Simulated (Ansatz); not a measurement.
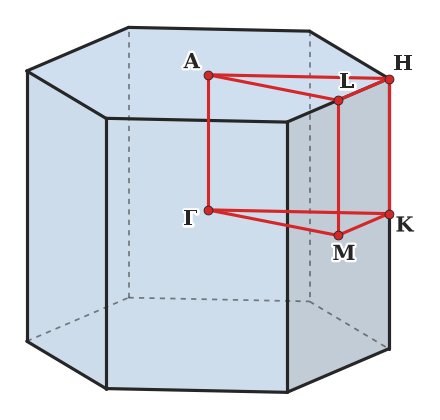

Crystal: AlSi5, the geometry relaxed with DFT PBE, scalar-relativistic, plane waves, PAW in Ansatz; the starting structure was generated, so it need not be a known form of this composition. The figure shows the first Brillouin zone with its special points and a band path. Symmetry computed with spglib at a tolerance of 0.002 Å; standard conventional cell.

Labels and path follow the convention of Hinuma et al. (2017), as computed by seekpath.

What lattice type do the shape and the labels point to?

Answer. A primitive hexagonal lattice (hP; extended symbol hP2). The zone is a hexagonal prism in its combinatorial type: 8 faces (6 with 4 edges, 2 with 6 edges), 18 edges, 12 vertices.

Write the standard path through the labelled points.

Answer. Γ–M–K–Γ–A–L–H–A | L–M | H–K
